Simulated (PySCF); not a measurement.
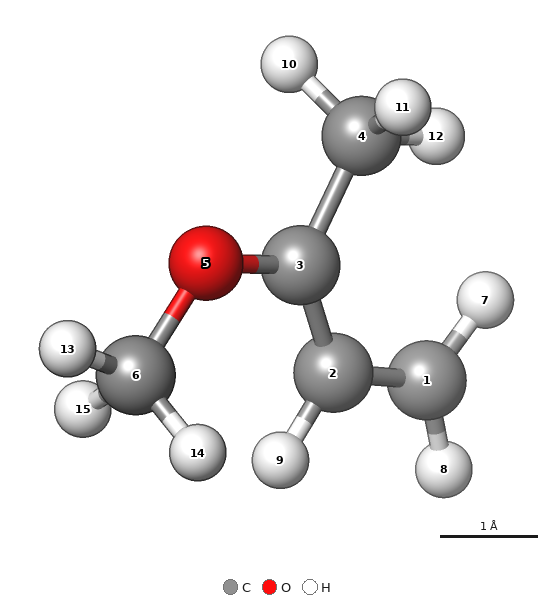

Fig. 1: The structure (ball-and-stick view, seen at a tilt; atoms are numbered from 1 in the order of the input).

# EPR calculation, with input and output: C5H9O

- system: C5H9O, multiplicity 2
- method: UKS B3LYP, pcH-1 on C H O, non-relativistic, mean-field spin-orbit, GIAO (PySCF 2.14.0)

It belongs to a series of runs on one base structure; here: H removed from sp3 C.

The program's output:
```
UKS, coarse grid
  cycle   1  E = -271.04807981  |g| = 4.42e-01
  cycle   2  E = -270.98222336  |g| = 6.21e-01
  cycle   3  E = -271.12803093  |g| = 8.96e-02
  cycle   4  E = -271.13102190  |g| = 3.36e-02
  cycle   5  E = -271.13159464  |g| = 9.95e-03
  cycle   6  E = -271.13164898  |g| = 6.35e-03
  cycle   7  E = -271.13168085  |g| = 2.45e-03
  cycle   8  E = -271.13168618  |g| = 1.19e-03
  cycle   9  E = -271.13168669  |g| = 2.00e-04
UKS, final grid
  cycle   1  E = -271.13165951  |g| = 2.44e-04
  cycle   2  E = -271.13165948  |g| = 3.56e-04
  cycle   3  E = -271.13165954  |g| = 3.06e-05
  cycle   4  E = -271.13165954  |g| = 1.72e-05
E = -271.13165954 Eh   <S^2> = 0.7704 (exact 0.7500)
g shifts (ppm)      1          2          3
  rmc          -169       -169       -169
  gc             -4         43         32
  oz_so         -23        932       1431
  total        -196        807       1295
hyperfine (MHz)  atom isotope    a_iso     a_fc   dipolar eigenvalues
    0   13C      52.89      52.89    -51.00    -49.28    100.29
    1   13C     -44.58     -44.58    -22.46      8.24     14.22
    2   13C      51.17      51.17    -46.55    -46.09     92.63
    3   13C     -18.42     -18.42     -0.60     -0.40      1.00
    4   17O     -13.42     -13.42    -39.83     18.85     20.98
    5   13C      -3.23      -3.23     -1.02     -0.51      1.52
    6    1H     -39.56     -39.56    -22.22     -0.77     22.99
    7    1H     -41.50     -41.50    -25.03      0.14     24.88
    8    1H       9.22       9.22     -5.05     -0.67      5.71
    9    1H      45.72      45.72     -3.12     -2.27      5.39
   10    1H      45.78      45.78     -3.13     -2.27      5.40
   11    1H       0.88       0.88     -3.29     -1.55      4.84
   12    1H      -1.16      -1.16     -2.07     -1.70      3.77
   13    1H       8.47       8.47     -2.31     -1.76      4.08
   14    1H       8.44       8.44     -2.31     -1.76      4.08
```

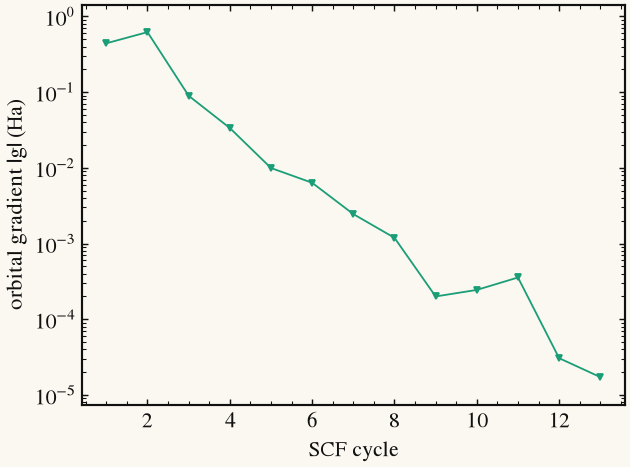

Fig. 2: Convergence of the self-consistent field: orbital gradient |g| against the SCF cycle. All cycles printed in the log are drawn one after another.

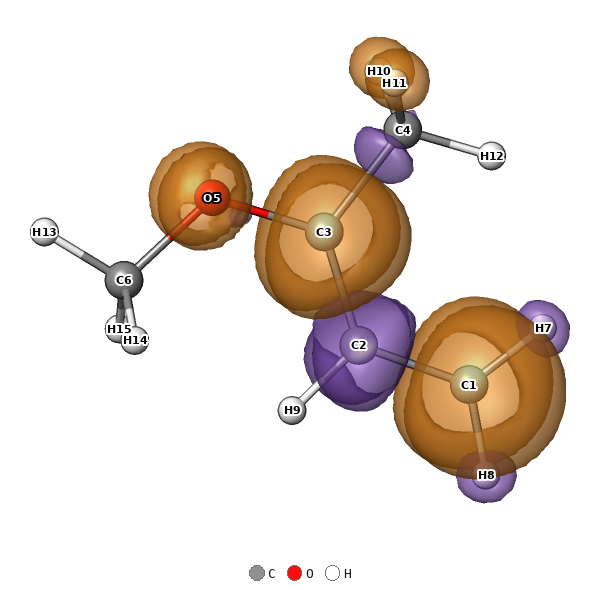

Fig. 3: Isosurfaces of the spin density (α minus β) at +0.015 (orange) and −0.015 e/Å³ (purple), seen face on. The unpaired spin (1 electron) lies mostly on C1 (about 0.4), C3 (about 0.3) and O5 (about 0.1), in electrons by Hirshfeld's partition.

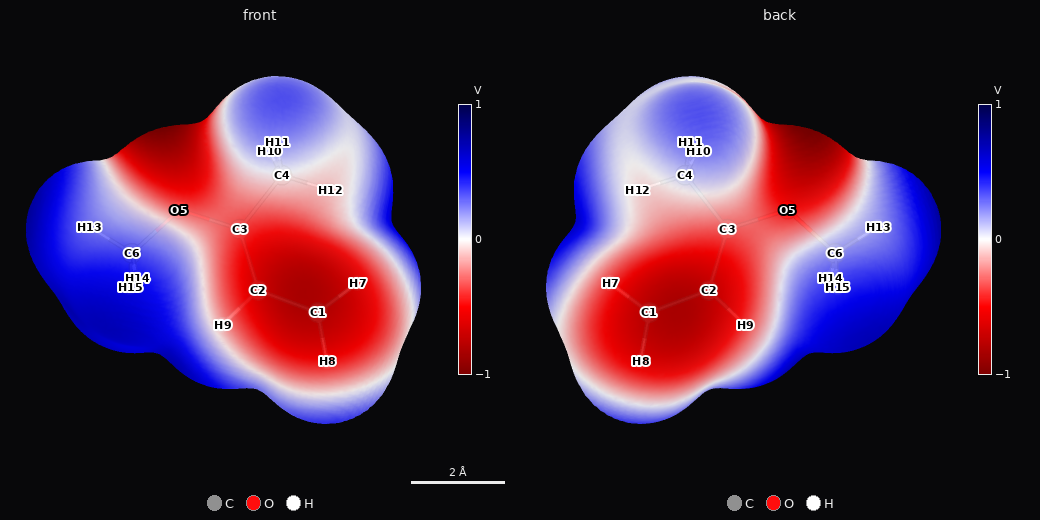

Fig. 4: The electrostatic potential painted on the density surface at 0.001 e/bohr³, seen face on and from behind; the colour scale runs from red (negative) to blue (positive).

The run was set up as follows.

Input file:
```
{"job": {"kind": "epr", "basis": "pcH-1"}, "charge": 0, "multiplicity": 2}
C     -1.978089    -1.048809    -0.140556
C     -0.638338    -0.817411     0.029343
C      0.010482     0.401614    -0.065030
C     -0.645388     1.707181    -0.373761
O      1.355765     0.573412     0.116176
C      2.168160    -0.530192     0.419615
H     -2.680329    -0.270817    -0.373712
H     -2.372716    -2.042538    -0.041733
H     -0.031063    -1.682451     0.261234
H     -0.473490     2.411522     0.440530
H     -0.209550     2.138262    -1.275343
H     -1.711434     1.583283    -0.518034
H      3.178569    -0.134734     0.515734
H      2.148846    -1.278561    -0.379630
H      1.874161    -1.001772     1.363255
```

The first line tells a small driver script what to run in PySCF; the rest is the geometry in Å.

Command:
```bash
OMP_NUM_THREADS=1 python <driver script> task.json out
```

Summary:

```tsv
quantity	value
outcome	converged
total energy	−271.131660 hartree
⟨S²⟩	0.770
isotropic g	2.0030
hardware	1 CPU thread, shared host
wall time	46 s
peak memory	0.86 GiB
```
